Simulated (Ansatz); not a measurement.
## Electronic structure of COS (SMILES [C]#S[O-]) (charge −1, doublet) in real space

Input

```
crystal:
  periodic: [false, false, false]
  atoms:
    - symbol: C
      position_ang: [2.000949, -2.161069, 0.747326]
    - symbol: O
      position_ang: [1.248649, 0.425366, 0.120658]
    - symbol: S
      position_ang: [0.915659, -0.968711, 0.725749]
basis:
  gaussian:
    orbitals: def2-TZVPD
magnetization:
  spin_polarized: true
  initial_magnetization: 1
output: {forces: true, orbitals: {seedname: orbitals}}
total_charge: -1
hamiltonian:
  xc: pbe0
```

Command:

```sh
ansatz run input.yaml --threads 1 --pin off --max-ram 2610MiB --events-out events.jsonl --progress --plain --runs-dir runs
```

Geometry: PBE0-D3(BJ)/def2-SVPD.

All numbers below come from isolated molecule in a Gaussian basis; Kohn-Sham density functional theory, functional PBE0 (Ansatz).

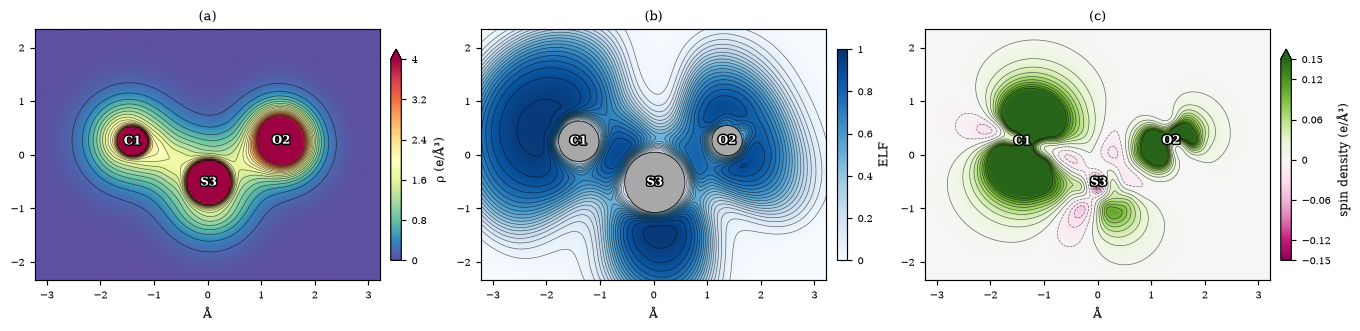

Figure 1. (a) electron density; (b) electron localisation function; (c) spin density (α minus β) on the molecular plane. Grey discs cover the atomic cores in the ELF map.

**Interpret the plot.**

- The plane passes through C, O and S nuclei.
- S–O (1.56 Å): the density is about 1.8 e/Å³ at the midpoint; the ELF peaks at about 0.80 between the atoms: a polar covalent bond.
- C–S (1.61 Å): ρ at the midpoint is about 1.8 e/Å³; the ELF peaks at about 0.90 between the atoms; a covalent bond.
- The ELF also peaks beside S3, O2 and C1, away from the bonds: non-bonding electrons, paired or unpaired.
- The unpaired spin (1 electron) lies mostly on C1 (about 0.7), S3 (about 0.2) and O2 (about 0.1), in electrons by Hirshfeld's partition.

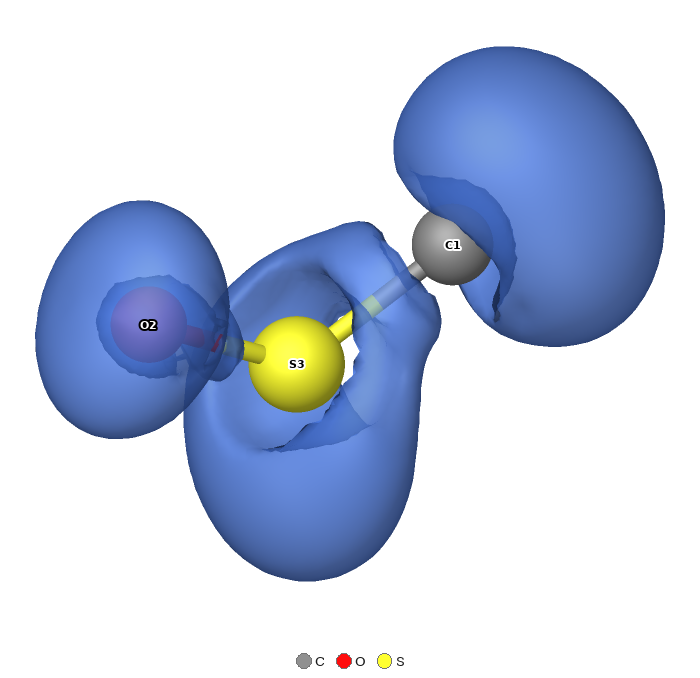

Figure 2. Isosurface of the electron localisation function at 0.75 (blue), seen at a tilt. Only the valence region is drawn (cores and ρ < 0.01 e/Å³ removed).

**Describe the localisation domains.**

At this value the surface marks out one region on O in which the atom's valence shell and bonds are merged, one region on S in which the atom's valence shell and bonds are merged and one lobe on C, pointing away from the bonds (non-bonding electrons).

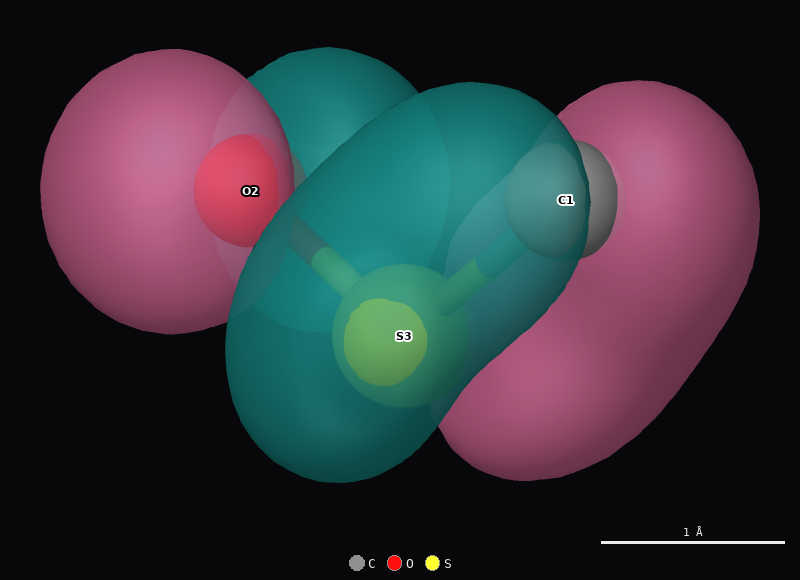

Figure 3. The HOMO−1 (β) at ±0.15 Å⁻³ᐟ² (teal and pink are the two phases), seen at an oblique angle.

**Where does this orbital lie, and at what energy?**

It lies mainly on O2 (about 45 %), S3 (about 30 %) and C1 (about 25 %); it changes sign across the molecular plane (π type); π-bonding across C1–S3; π-antibonding (a node) across O2–S3. Its energy is −1.45 eV.
